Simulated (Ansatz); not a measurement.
# PH3S: an energy map over bond length P1–H4 and angle H3–P1–H4

A grid of calculations on H₃PS, SMILES PS, to see where the energy is lowest and how it rises around there.

Computed with Ansatz 0.2.0. Level: RKS PBE0-D4/def2-TZVP.

## (1) The starting structure

SMILES `PS`, 5 atoms, charge 0, spin multiplicity 1.

Atoms are counted from 1 here; the program's logs count them from 0.

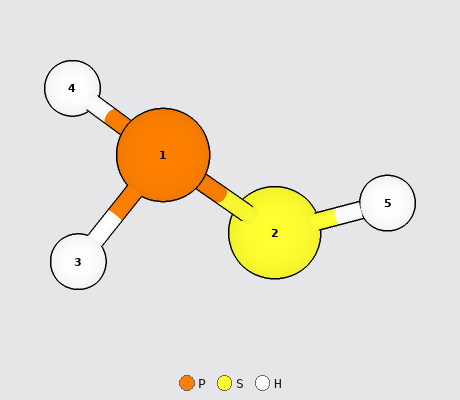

The starting geometry (phosphorus orange, sulfur yellow, hydrogen white); atoms are numbered from 1 in the order of the file.

As a file:

```
P    -0.4735   -0.5006    0.4407
S     0.7886    0.9823   -0.4862
H     0.2828   -1.6602    0.0334
H    -1.3918   -0.6547   -0.6608
H     0.8438    1.7597    0.6313
```

This geometry comes from a loose relaxation at PBE in a small basis, which is not shown.

## (2) The minimum at this level

input.yaml reads:

```yaml
crystal:
  periodic: [false, false, false]
  atoms:
    - { symbol: P, position_ang: [-0.473455, -0.500643, 0.440746] }
    - { symbol: S, position_ang: [0.788644, 0.982314, -0.486201] }
    - { symbol: H, position_ang: [0.282778, -1.660244, 0.033443] }
    - { symbol: H, position_ang: [-1.391821, -0.654738, -0.660758] }
    - { symbol: H, position_ang: [0.843754, 1.759711, 0.63127] }
basis:
  gaussian: { orbitals: def2-TZVP }
hamiltonian:
  xc: pbe0
  dispersion: d4
output:
  forces: true
relax:
  f_tol: 0.003
  max_steps: 120
```

Command:

```console
ansatz run input.yaml --threads 1 --pin off --max-ram 2560MiB --backend cpu --events-out ev --progress --plain --runs-dir out
```

What it wrote (excerpt; [...] marks lines left out):

```text
Warning: RAYON_NUM_THREADS=1 ignored (pool sized by the plan → 1); use --threads N
[...]
Functional definition: PBE0
[...]
685 factors; their error is unknown
[...]
mean field -20166.41759504 eV, -741.1021773289 hartree, gradient 3.8e-5 eV, S^2 0.000000; 0 other end points of the search recorded, 0 dependent functions left out
[...]
reference -20166.41761905 eV, -741.1021782114 hartree; 17, 17 occupied and 75, 75 virtual orbitals, 685 factors
relax step   1: F+E_penalty+E_count = -20166.48760373 eV  Δ(F+E_penalty+E_count) = +0.000e0 eV  max|allowed force component| = 7.456e-1 eV/Å  Δτ_max = 0.0000 Å  (23 SCF iters, accepted)
[...]
relax step   4: F+E_penalty+E_count = -20166.51591289 eV  Δ(F+E_penalty+E_count) = -1.909e-3 eV  max|allowed force component| = 1.783e-2 eV/Å  Δτ_max = 0.0212 Å  (27 SCF iters, accepted)
[...]
relax step   5: F+E_penalty+E_count = -20166.51602169 eV  Δ(F+E_penalty+E_count) = -1.088e-4 eV  max|allowed force component| = 1.717e-3 eV/Å  Δτ_max = 0.0067 Å  (27 SCF iters, accepted)
685 factors; their error is unknown
mean field -20166.44584699 eV, -741.1032155691 hartree, gradient 2.5e-5 eV, S^2 0.000000; 1 other end points of the search recorded, 0 dependent functions left out
[...]
reference -20166.44587086 eV, -741.1032164460 hartree; 17, 17 occupied and 75, 75 virtual orbitals, 685 factors
Total energy: -20166.51604555 eV, -741.1057953186 hartree
Atom 0 at    -0.460098    -0.498408     0.425200 Å, force    -0.000086     0.000437     0.001717 eV/Å
Atom 1 at     0.785267     0.959180    -0.470474 Å, force     0.000862     0.000867     0.001301 eV/Å
Atom 2 at     0.282857    -1.642253     0.032552 Å, force     0.000753    -0.001662    -0.000692 eV/Å
Atom 3 at    -1.380922    -0.635996    -0.646038 Å, force    -0.001516    -0.000123    -0.001104 eV/Å
Atom 4 at     0.822796     1.743877     0.617260 Å, force    -0.000012     0.000481    -0.001222 eV/Å
Dipole moment:    -0.061750    -0.057302     0.068663 e Å
```

Run time: 18 s. Hardware: 1 thread of Arm Neoverse N1, shared host; peak memory 0.14 GiB.

The steps of the relaxation:

```csv
step,energy from step 1 (eV),largest force component (eV/Å)
1,0.0000,0.7456
2,-0.0248,0.2823
3,-0.0264,0.1378
4,-0.0283,0.0178
5,-0.0284,0.0017
```

Distances of close pairs at the start and the end, largest changes first:

```csv
bond,before (Å),after (Å),change (Å)
P1–S2,2.157,2.116,-0.041
P1–H3,1.443,1.419,-0.024
P1–H4,1.442,1.419,-0.023
S2–H5,1.362,1.342,-0.021
```

## (3) Plan of the scan

First coordinate, bond length P1–H4: 15 values from 1.192 to 1.845 Å. Second coordinate, angle H3–P1–H4: 15 values from 68.0 to 118.0 °.

Nothing else is relaxed (all other coordinates rigid). Energies count from the relaxed molecule at the same level.

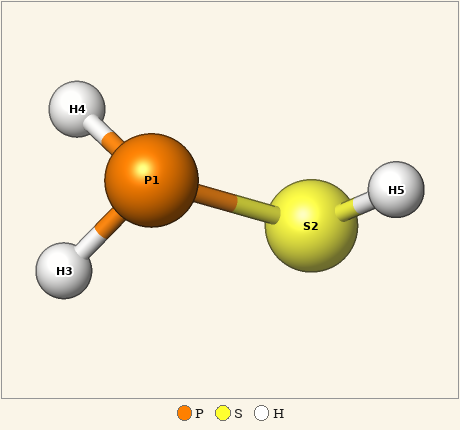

The geometry at bond length P1–H4 = 1.519 Å, angle H3–P1–H4 = 75.2°.

Of the runs on the grid, 3 are shown in the steps below; the others differ only in the two coordinates.

## (4) Grid point bond length P1–H4 = 1.425 Å, angle H3–P1–H4 = 93.0°

input.yaml reads:

```yaml
crystal:
  periodic: [false, false, false]
  atoms:
    - { symbol: P, position_ang: [-0.460098, -0.498408, 0.4252] }
    - { symbol: S, position_ang: [0.785267, 0.95918, -0.470474] }
    - { symbol: H, position_ang: [0.282549, -1.642322, 0.03217] }
    - { symbol: H, position_ang: [-1.384623, -0.63655, -0.650344] }
    - { symbol: H, position_ang: [0.822796, 1.743877, 0.61726] }
basis:
  gaussian: { orbitals: def2-TZVP }
hamiltonian:
  xc: pbe0
  dispersion: d4
output:
  forces: true
```

Command:

```console
ansatz run input.yaml --threads 1 --pin off --max-ram 2560MiB --backend cpu --events-out ev --progress --plain --runs-dir out
```

What it wrote (excerpt; [...] marks lines left out):

```text
Warning: RAYON_NUM_THREADS=1 ignored (pool sized by the plan → 1); use --threads N
[...]
[... 1 set-up line as earlier in the session ...]
[...]
685 factors; their error is unknown
[...]
mean field -20166.44552477 eV, -741.1032037277 hartree, gradient 3.8e-5 eV, S^2 0.000000; 0 other end points of the search recorded, 0 dependent functions left out
[...]
reference -20166.44554868 eV, -741.1032046063 hartree; 17, 17 occupied and 75, 75 virtual orbitals, 685 factors
Total energy: -20166.51572151 eV, -741.1057834101 hartree
Atom 0 at    -0.460098    -0.498408     0.425200 Å, force    -0.076488    -0.009008    -0.084971 eV/Å
Atom 1 at     0.785267     0.959180    -0.470474 Å, force     0.001869    -0.000374     0.000857 eV/Å
Atom 2 at     0.282549    -1.642322     0.032170 Å, force     0.000901    -0.001114    -0.002238 eV/Å
Atom 3 at    -1.384623    -0.636550    -0.650344 Å, force     0.074418     0.010116     0.087155 eV/Å
Atom 4 at     0.822796     1.743877     0.617260 Å, force    -0.000701     0.000381    -0.000804 eV/Å
Dipole moment:    -0.060791    -0.056993     0.069357 e Å
```

Wall time 3 s (1 thread of Arm Neoverse N1, shared host); peak memory 0.13 GiB.

That is 0.0003 eV from the zero.

## (5) The run at bond length P1–H4 = 1.519 Å, angle H3–P1–H4 = 75.2°

input.yaml reads:

```yaml
crystal:
  periodic: [false, false, false]
  atoms:
    - { symbol: P, position_ang: [-0.460098, -0.498408, 0.4252] }
    - { symbol: S, position_ang: [0.785267, 0.95918, -0.470474] }
    - { symbol: H, position_ang: [-0.022992, -1.648008, -0.283245] }
    - { symbol: H, position_ang: [-1.44561, -0.645662, -0.721292] }
    - { symbol: H, position_ang: [0.822796, 1.743877, 0.61726] }
basis:
  gaussian: { orbitals: def2-TZVP }
hamiltonian:
  xc: pbe0
  dispersion: d4
output:
  forces: true
```

Command:

```console
ansatz run input.yaml --threads 1 --pin off --max-ram 2560MiB --backend cpu --events-out ev --progress --plain --runs-dir out
```

What it wrote (excerpt; [...] marks lines left out):

```text
Warning: RAYON_NUM_THREADS=1 ignored (pool sized by the plan → 1); use --threads N
[...]
[... 1 set-up line as earlier in the session ...]
[...]
685 factors; their error is unknown
[...]
mean field -20166.13891890 eV, -741.0919361696 hartree, gradient 4.9e-5 eV, S^2 0.000000; 0 other end points of the search recorded, 0 dependent functions left out
[...]
reference -20166.13894252 eV, -741.0919370377 hartree; 17, 17 occupied and 75, 75 virtual orbitals, 685 factors
Total energy: -20166.20916694 eV, -741.0945177375 hartree
Atom 0 at    -0.460098    -0.498408     0.425200 Å, force    -1.439795    -0.558056    -1.760414 eV/Å
Atom 1 at     0.785267     0.959180    -0.470474 Å, force     0.104297    -0.070506    -0.122333 eV/Å
Atom 2 at    -0.022992    -1.648008    -0.283245 Å, force     0.965033    -0.145112     0.468827 eV/Å
Atom 3 at    -1.445610    -0.645662    -0.721292 Å, force     0.395604     0.843461     1.367463 eV/Å
Atom 4 at     0.822796     1.743877     0.617260 Å, force    -0.025140    -0.069786     0.046458 eV/Å
Dipole moment:    -0.038241    -0.020960     0.088053 e Å
```

Wall time 2.9 s (1 thread of Arm Neoverse N1, shared host); peak memory 0.13 GiB.

That is 0.31 eV from the zero.

## (6) Grid point bond length P1–H4 = 1.192 Å, angle H3–P1–H4 = 93.0°

input.yaml reads:

```yaml
crystal:
  periodic: [false, false, false]
  atoms:
    - { symbol: P, position_ang: [-0.460098, -0.498408, 0.4252] }
    - { symbol: S, position_ang: [0.785267, 0.95918, -0.470474] }
    - { symbol: H, position_ang: [0.282549, -1.642322, 0.03217] }
    - { symbol: H, position_ang: [-1.233455, -0.613962, -0.474483] }
    - { symbol: H, position_ang: [0.822796, 1.743877, 0.61726] }
basis:
  gaussian: { orbitals: def2-TZVP }
hamiltonian:
  xc: pbe0
  dispersion: d4
output:
  forces: true
```

Command:

```console
ansatz run input.yaml --threads 1 --pin off --max-ram 2560MiB --backend cpu --events-out ev --progress --plain --runs-dir out
```

What it wrote (excerpt; [...] marks lines left out):

```text
Warning: RAYON_NUM_THREADS=1 ignored (pool sized by the plan → 1); use --threads N
[...]
[... 1 set-up line as earlier in the session ...]
[...]
685 factors; their error is unknown
[...]
mean field -20165.65001522 eV, -741.0739692910 hartree, gradient 1.9e-5 eV, S^2 0.000000; 0 other end points of the search recorded, 0 dependent functions left out
[...]
reference -20165.65003830 eV, -741.0739701391 hartree; 17, 17 occupied and 75, 75 virtual orbitals, 685 factors
Total energy: -20165.72018734 eV, -741.0765480687 hartree
Atom 0 at    -0.460098    -0.498408     0.425200 Å, force     5.517550     0.719087     6.273092 eV/Å
Atom 1 at     0.785267     0.959180    -0.470474 Å, force    -0.044663     0.024637     0.028041 eV/Å
Atom 2 at     0.282549    -1.642322     0.032170 Å, force     0.032951    -0.019436     0.085972 eV/Å
Atom 3 at    -1.233455    -0.613962    -0.474483 Å, force    -5.528368    -0.729235    -6.370998 eV/Å
Atom 4 at     0.822796     1.743877     0.617260 Å, force     0.022530     0.004946    -0.016108 eV/Å
Dipole moment:    -0.091492    -0.063789     0.045639 e Å
```

Wall time 2.8 s (1 thread of Arm Neoverse N1, shared host); peak memory 0.13 GiB.

That is 0.80 eV from the zero.

## (7) All points together

225 points were computed. Energies in eV, from the relaxed molecule at the same level:

```
angle H3–P1–H4 (°) ↓, bond length P1–H4 (Å) →  1.192  1.239  1.285  1.332  1.379  1.425  1.472  1.519  1.565  1.612  1.659  1.705  1.752  1.798  1.845
                                        118.0   1.19   0.86   0.64   0.51   0.44   0.43   0.46   0.52   0.62   0.73   0.86   1.00   1.16   1.31   1.47
                                        114.4   1.08   0.75   0.53   0.40   0.33   0.32   0.35   0.41   0.51   0.62   0.75   0.89   1.05   1.20   1.36
                                        110.9   0.99   0.66   0.44   0.31   0.24   0.22   0.26   0.32   0.41   0.53   0.66   0.80   0.95   1.11   1.27
                                        107.3   0.92   0.59   0.37   0.23   0.16   0.14   0.18   0.24   0.33   0.45   0.58   0.72   0.87   1.03   1.19
                                        103.7   0.86   0.53   0.31   0.17   0.10   0.08   0.11   0.18   0.27   0.38   0.51   0.65   0.81   0.96   1.12
                                        100.2   0.82   0.49   0.26   0.12   0.05   0.04   0.07   0.13   0.22   0.33   0.47   0.60   0.76   0.91   1.07
                                         96.6   0.80   0.46   0.24   0.10   0.03   0.01   0.04   0.10   0.19   0.30   0.43   0.57   0.72   0.87   1.03
                                         93.0   0.80   0.46   0.24   0.09   0.02   0.00   0.03   0.09   0.18   0.29   0.41   0.55   0.70   0.85   1.01
                                         89.4   0.81   0.48   0.25   0.10   0.03   0.01   0.03   0.09   0.18   0.29   0.42   0.55   0.70   0.85   1.01
                                         85.9   0.85   0.51   0.28   0.14   0.06   0.04   0.06   0.12   0.20   0.31   0.43   0.57   0.71   0.86   1.02
                                         82.3   0.91   0.57   0.34   0.19   0.11   0.09   0.11   0.16   0.24   0.35   0.47   0.60   0.74   0.89   1.04
                                         78.7   0.99   0.65   0.42   0.26   0.18   0.16   0.17   0.23   0.30   0.41   0.52   0.65   0.79   0.93   1.08
                                         75.2   1.09   0.75   0.51   0.36   0.27   0.24   0.26   0.31   0.38   0.48   0.60   0.72   0.86   1.00   1.14
                                         71.6   1.22   0.87   0.63   0.47   0.39   0.35   0.36   0.41   0.48   0.58   0.69   0.81   0.94   1.08   1.22
                                         68.0   1.36   1.01   0.77   0.61   0.52   0.49   0.49   0.53   0.60   0.69   0.80   0.91   1.04   1.17   1.31
```

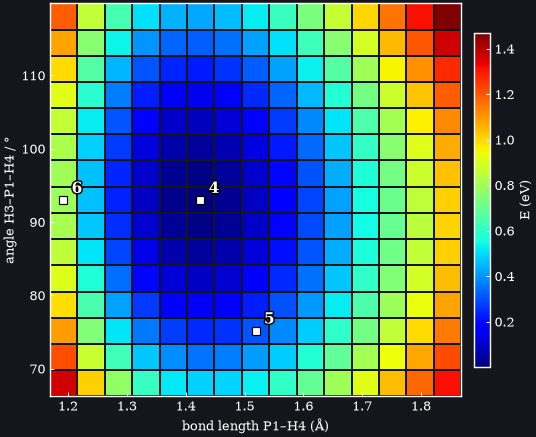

The map; numbers mark the steps of this session that print a point's run. In the figure: one coloured cell a grid point.

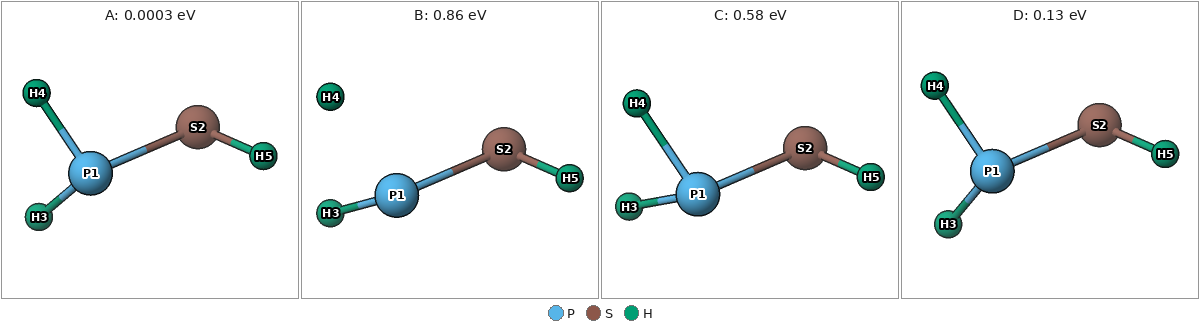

Structures on the grid, at one scale: A at bond length P1–H4 = 1.425 Å, angle H3–P1–H4 = 93.0°; B at bond length P1–H4 = 1.752 Å, angle H3–P1–H4 = 75.2°; C at bond length P1–H4 = 1.612 Å, angle H3–P1–H4 = 71.6°; D at bond length P1–H4 = 1.519 Å, angle H3–P1–H4 = 100.2°.

The largest force on an atom (eV/Å) at each point:

```csv
"angle H3–P1–H4 (°) ↓, bond length P1–H4 (Å) →",1.192,1.239,1.285,1.332,1.379,1.425,1.472,1.519,1.565,1.612,1.659,1.705,1.752,1.798,1.845
118.0,9.7,7.2,5.3,3.7,2.6,1.8,1.6,2.1,2.5,2.8,3.1,3.3,3.4,3.5,3.5
114.4,9.6,7.0,5.1,3.5,2.3,1.5,1.5,2.0,2.4,2.8,3.1,3.3,3.4,3.5,3.5
110.9,9.4,6.8,4.9,3.3,2.0,1.2,1.4,1.9,2.4,2.8,3.0,3.2,3.4,3.5,3.5
107.3,9.2,6.6,4.7,3.0,1.8,1.0,1.3,1.9,2.3,2.7,3.0,3.2,3.4,3.5,3.5
103.7,9.0,6.4,4.5,2.8,1.5,0.7,1.2,1.8,2.3,2.7,3.0,3.2,3.3,3.4,3.5
100.2,8.8,6.3,4.3,2.6,1.3,0.4,1.1,1.7,2.2,2.6,2.9,3.2,3.3,3.4,3.5
96.6,8.6,6.1,4.1,2.4,1.1,0.2,1.0,1.7,2.2,2.6,2.9,3.1,3.3,3.4,3.4
93.0,8.5,5.9,3.9,2.3,0.9,0.1,1.0,1.6,2.2,2.6,2.9,3.1,3.3,3.4,3.4
89.4,8.5,6.0,4.0,2.3,1.0,0.3,1.1,1.8,2.3,2.7,2.9,3.1,3.3,3.4,3.4
85.9,8.6,6.0,4.0,2.4,1.1,0.5,1.3,1.9,2.4,2.8,3.1,3.3,3.4,3.5,3.5
82.3,8.6,6.1,4.1,2.5,1.2,0.7,1.5,2.1,2.6,3.0,3.2,3.4,3.6,3.6,3.6
78.7,8.7,6.2,4.2,2.6,1.4,0.9,1.6,2.2,2.7,3.1,3.4,3.5,3.7,3.7,3.7
75.2,8.8,6.3,4.3,2.8,1.6,1.2,1.7,2.3,2.8,3.2,3.4,3.6,3.8,3.8,3.8
71.6,8.9,6.4,4.5,2.9,1.8,1.4,1.8,2.4,2.9,3.3,3.5,3.7,3.8,3.9,3.9
68.0,9.0,6.5,4.6,3.1,2.1,1.6,1.8,2.5,2.9,3.3,3.6,3.7,3.8,3.9,3.9
```

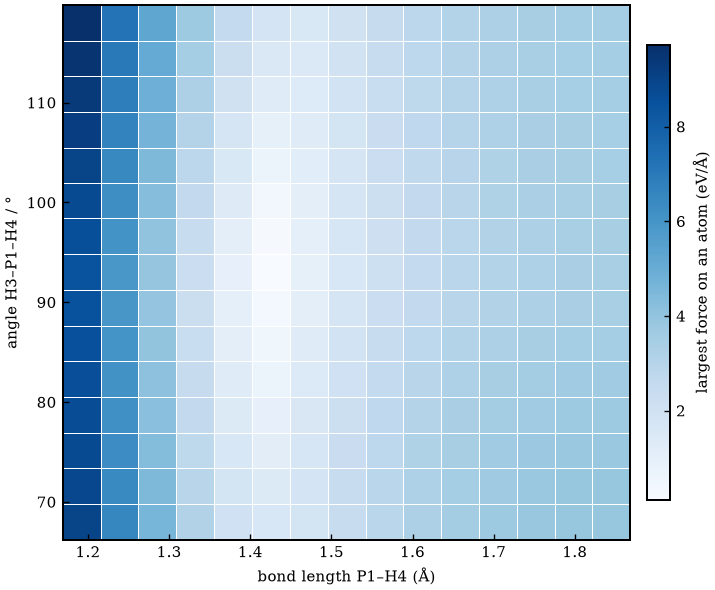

The largest force on an atom over the grid. The picture shows one coloured cell a grid point.

## (8) What came out

| quantity | value |
| --- | --- |
| lowest point | bond length P1–H4 = 1.425 Å, angle H3–P1–H4 = 93.0°, 0.0003 eV |
| highest computed point | bond length P1–H4 = 1.845 Å, angle H3–P1–H4 = 118.0°, 1.47 eV above the lowest |
| largest force on an atom (eV/Å) | 0.1 at bond length P1–H4 = 1.425 Å, angle H3–P1–H4 = 93.0° to 9.7 at bond length P1–H4 = 1.192 Å, angle H3–P1–H4 = 118.0°; 0.1 at the lowest point |
| time for the whole task | 11 min on 1 thread, shared host |

**Reading.** The lowest computed point is at bond length P1–H4 = 1.425 Å, angle H3–P1–H4 = 93.0°, 0.0003 eV from the relaxed molecule at the same level. The grid is coarse, so the lowest point of the scanned range may lie between grid points; coordinates that were held can hide deeper minima. The grid shows no well of another kind. The highest computed point, bond length P1–H4 = 1.845 Å, angle H3–P1–H4 = 118.0°, lies 1.47 eV above the lowest. Round the minimum the two coordinates are nearly uncoupled.
